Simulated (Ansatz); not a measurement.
**CH4AlNO (SMILES C1[NH][AlH][O]1) at revPBE/def2-SVPD**

Aim: the energy change on altering one bond length of CH4AlNO at revPBE/def2-SVPD, from 2 runs. 

Program for the calculation: Ansatz 0.2.0.

93 further runs of the same task are left out: 93 set aside as unsound or not needed.

## Step 1: The structure to begin with

CH4AlNO has 8 atoms, charge 0, and is taken as a singlet. SMILES: `C1[NH][AlH][O]1`. The coordinates come from a PBE0-D4/def2-TZVP relaxation.

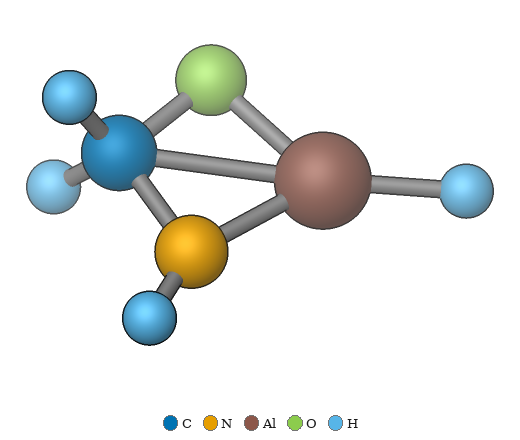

Viewed from a chosen angle; carbon blue, nitrogen amber, aluminium brown, oxygen green, hydrogen blue.

## Step 2: The energy at revPBE/def2-SVPD

The input, in.yaml:

```yaml
crystal:
  periodic: [false, false, false]
  atoms:
    - symbol: C
      position_ang: [-0.254000, 0.762000, -0.440000]
    - symbol: N
      position_ang: [0.576900, 0.253100, 0.654700]
    - symbol: Al
      position_ang: [0.036100, -1.359500, 0.209100]
    - symbol: O
      position_ang: [-0.820500, -0.429100, -0.975000]
    - symbol: H
      position_ang: [0.332400, 1.276900, -1.213500]
    - symbol: H
      position_ang: [-1.052500, 1.431000, -0.090700]
    - symbol: H
      position_ang: [1.107700, 0.887000, 1.221500]
    - symbol: H
      position_ang: [0.166000, -2.878600, 0.578000]
basis:
  gaussian:
    orbitals: def2-SVPD
total_charge: 0
hamiltonian:
  xc: {name: revPBE}
accuracy: high
output: {orbitals: {seedname: orbitals}}
```

Run with:

```sh
ansatz run in.yaml --threads 1 --pin off --max-ram 3480MiB --events-out events.jsonl --progress --plain --runs-dir runs
```

The log of the run:

```text
Warning: RAYON_NUM_THREADS=1 ignored (pool sized by the plan → 1); use --threads N
Functional definition: revPBE
  name "revPBE"
  parameter kappa = 1.245
  parameter beta = 0.06672455060314922
  exchange = pbe_x(kappa = kappa, mu = beta*pi^2/3)
  correlation = pbe_c(beta = beta)
2397 factors; integrals over basis functions are off by at most 3.4e-9 eV
mean field evaluation 1: about -11216.5475 eV, gradient 7.6e1 eV
mean field evaluation 2: about -11077.4036 eV, gradient 2.2e2 eV
mean field evaluation 4: about -11226.9645 eV, gradient 3.1e1 eV
mean field evaluation 8: about -11228.8503 eV, gradient 6.3e-1 eV
mean field evaluation 16: about -11228.8513 eV, gradient 1.5e-5 eV
mean field -11228.85127047 eV, -412.6526730012 hartree, gradient 4.6e-8 eV, S^2 0.000000; 0 other end points of the search recorded, 0 dependent functions left out
reference -11228.85127604 eV, -412.6526732057 hartree; 19, 19 occupied and 100, 100 virtual orbitals, 2397 factors
Total energy: -11228.85127604 eV, -412.6526732057 hartree
```

It took 7.8 s on 1 thread of Arm Neoverse V2, shared host; peak memory 0.35 GiB.

## Step 3: The distorted shape

The input, run.yaml:

```yaml
basis:
  gaussian: {orbitals: def2-SVPD}
crystal:
  periodic: [false, false, false]
  atoms:
    - {symbol: C, position_ang: [-0.357916, 1.977233, -0.735109]}
    - {symbol: "N", position_ang: [0.472984, 1.468333, 0.359591]}
    - {symbol: Al, position_ang: [-0.067816, -0.144267, -0.086009]}
    - {symbol: O, position_ang: [-0.924416, 0.786133, -1.270109]}
    - {symbol: H, position_ang: [0.228484, 2.492133, -1.508609]}
    - {symbol: H, position_ang: [-1.156416, 2.646233, -0.385809]}
    - {symbol: H, position_ang: [1.003784, 2.102233, 0.926391]}
    - {symbol: H, position_ang: [0.166000, -2.878600, 0.578000]}
hamiltonian: {xc: {name: revPBE}}
accuracy: high
output: {orbitals: {seedname: orbitals}}
```

Run with:

```sh
ansatz run run.yaml --threads 1 --pin off --max-ram 3480MiB --events-out events.jsonl --progress --plain --runs-dir runs
```

The log of the run (excerpt; [...] marks lines left out):

```text
Warning: RAYON_NUM_THREADS=1 ignored (pool sized by the plan → 1); use --threads N
[... 6 set-up lines as earlier in the session ...]
2408 factors; integrals over basis functions are off by at most 3.5e-9 eV
mean field evaluation 1: about -11212.9836 eV, gradient 7.6e1 eV
mean field evaluation 2: about -11086.5830 eV, gradient 2.1e2 eV
mean field evaluation 4: about -11219.0385 eV, gradient 4.0e1 eV
mean field evaluation 8: about -11226.0637 eV, gradient 9.1e-1 eV
mean field evaluation 16: about -11226.0691 eV, gradient 6.8e-4 eV
mean field -11226.06910443 eV, -412.5504302849 hartree, gradient 7.7e-8 eV, S^2 0.000000; 0 other end points of the search recorded, 0 dependent functions left out
reference -11226.06911078 eV, -412.5504305182 hartree; 19, 19 occupied and 100, 100 virtual orbitals, 2408 factors
Total energy: -11226.06911078 eV, -412.5504305182 hartree
```

Wall time 8.1 s (1 thread of Arm Neoverse V2, shared host); peak memory 0.35 GiB.

## Step 4: What came out

Level: revPBE/def2-SVPD.

```
                                                          quantity          value
                                         first shape: total energy  -412.65267 Eh
                                          first shape: HOMO energy       -5.56 eV
                                          first shape: LUMO energy       -1.09 eV
                                        first shape: HOMO–LUMO gap        4.47 eV
                                     distorted shape: total energy  -412.55043 Eh
                                      distorted shape: HOMO energy       -6.05 eV
                                      distorted shape: LUMO energy       -3.80 eV
                                    distorted shape: HOMO–LUMO gap        2.25 eV
energy change with the Al3–H8 bond stretched from 1.569 to 2.824 Å       2.782 eV
```

**Reading.** With the Al3–H8 bond stretched from 1.569 to 2.824 Å the energy rises by 2.78 eV (64 kcal/mol). The first shape isn't relaxed at this level, so the change isn't measured from a minimum.
